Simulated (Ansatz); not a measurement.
# CH5GeNS: single point from an input written key by key

Wanted for CH5GeNS: a single point from an input written key by key.

Computed with Ansatz 0.2.0 through its Python package. Level of theory: Hartree-Fock/def2-SVP.

### 1 Starting point

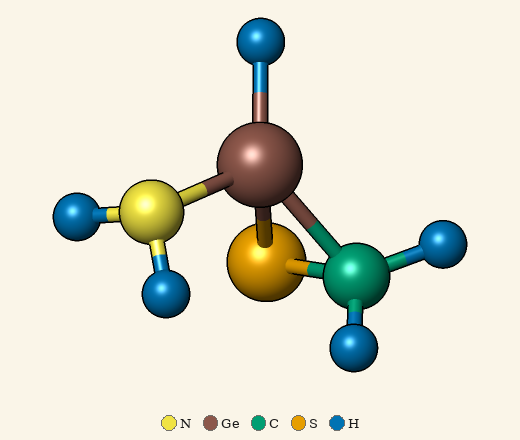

The structure that the script starts from, seen from a chosen angle (nitrogen yellow, germanium brown, carbon teal, sulfur amber, hydrogen blue).

No structure file is read: the coordinates are typed or built in the script.

### 2 The code

run_deck.py reads:

```python
import ansatz as az

DECK = """
crystal:
  periodic: [false, false, false]
  atoms:
    - { symbol: "N", position_ang: [-0.5403, 1.5028, -0.7327] }
    - { symbol: Ge, position_ang: [0.6851, 0.2513, -0.3316] }
    - { symbol: C, position_ang: [0.1422, -0.9486, 1.0433] }
    - { symbol: S, position_ang: [-0.2236, -1.8013, -0.4245] }
    - { symbol: H, position_ang: [-1.0389, 1.2406, -1.6545] }
    - { symbol: H, position_ang: [-1.3232, 1.5122, -0.0049] }
    - { symbol: H, position_ang: [2.0021, 0.1811, -1.1878] }
    - { symbol: H, position_ang: [-0.6514, -0.5831, 1.6506] }
    - { symbol: H, position_ang: [1.0364, -1.4013, 1.6249] }
basis:
  gaussian: { orbitals: def2-SVP, nuclear_model: point }
hamiltonian:
  xc: hf
"""

session = az.Session.from_yaml(DECK)
report = session.plan(threads=1).execute().report

print(f"E = {report['free_energy_ev']:.6f} eV = {report['free_energy_ev'] / 27.211386246:.7f} Ha")
print("converged:", report["converged"], " doubts:", report["published_state_doubts"] or "none")
symbols = ["N", "Ge", "C", "S", "H", "H", "H", "H", "H"]
state = report["mean_field"]["state"]
print(f"mean field: {state['energy']['hartree']:.7f} Ha, <S^2> = {abs(state['spin_squared']):.4f}, stability: {state.get('stability', {}).get('kind')}")
```

### 3 Launch

Run with:

```sh
python run_deck.py
```

The program printed:

```text
E = -69868.620230 eV = -2567.6244348 Ha
converged: True  doubts: none
mean field: -2567.6244348 Ha, <S^2> = 0.0000, stability: minimum
```

Run time: 1.6 s. Hardware: 1 thread of Intel Xeon Platinum 8488C (Sapphire Rapids), shared host; peak memory 0.24 GiB.

Lines on the test bed's own set-up are left out of the output.

### 4 Size and end state of the run

The report of the run holds:

| item | value |
| --- | --- |
| SCF cycles in all | 11 |
| orbitals | 103 |
| total energy (eV) | -69868.62023 |

### 5 The command-line twin

The engine's input of that run, saved to a file, gives the whole log.

input.yaml reads:

```yaml
crystal:
  periodic: [false, false, false]
  atoms:
    - { symbol: "N", position_ang: [-0.5403, 1.5028, -0.7327] }
    - { symbol: Ge, position_ang: [0.6851, 0.2513, -0.3316] }
    - { symbol: C, position_ang: [0.1422, -0.9486, 1.0433] }
    - { symbol: S, position_ang: [-0.2236, -1.8013, -0.4245] }
    - { symbol: H, position_ang: [-1.0389, 1.2406, -1.6545] }
    - { symbol: H, position_ang: [-1.3232, 1.5122, -0.0049] }
    - { symbol: H, position_ang: [2.0021, 0.1811, -1.1878] }
    - { symbol: H, position_ang: [-0.6514, -0.5831, 1.6506] }
    - { symbol: H, position_ang: [1.0364, -1.4013, 1.6249] }
basis:
  gaussian: { orbitals: def2-SVP, nuclear_model: point }
hamiltonian:
  xc: hf
```

Run with:

```sh
ansatz run input.yaml --threads 1 --pin off --max-ram 4096MiB --backend cpu --events-out ev --progress --plain --runs-dir out
```

The program printed:

```text
Warning: RAYON_NUM_THREADS=1 ignored (pool sized by the plan → 1); use --threads N
Engine: ansatz 0.2.0, x86_64-unknown-linux-gnu
Functional definition: HF
  exchange = exact_x
  correlation = 0
1019 factors; integrals over basis functions are off by at most 1.2e-3 eV
mean field evaluation 1: about -69865.9628 eV, gradient 3.1e1 eV
mean field evaluation 2: about -69866.0165 eV, gradient 3.1e1 eV
mean field evaluation 4: about -69868.5809 eV, gradient 3.2e0 eV
mean field evaluation 8: about -69868.6202 eV, gradient 3.1e-4 eV
mean field -69868.62022967 eV, -2567.6244347885 hartree, gradient 8.5e-6 eV, S^2 0.000000; 0 other end points of the search recorded, 0 dependent functions left out
reference -69868.62022967 eV, -2567.6244347885 hartree; 33, 33 occupied and 70, 70 virtual orbitals, 1019 factors
Total energy: -69868.62022967 eV, -2567.6244347885 hartree
```

It took 1.5 s on 1 thread of Intel Xeon Platinum 8488C (Sapphire Rapids), shared host; peak memory 0.2 GiB.

Script and command line differ by 0.000 meV in the energy.

### 6 What came out

| quantity | value |
| --- | --- |
| total energy | -69868.6202 eV |

**Reading.** The run converged in 11 cycles with 103 orbitals. The geometry is a force-field or estimated start, not a minimum of this method, and the basis set is short of its limit.
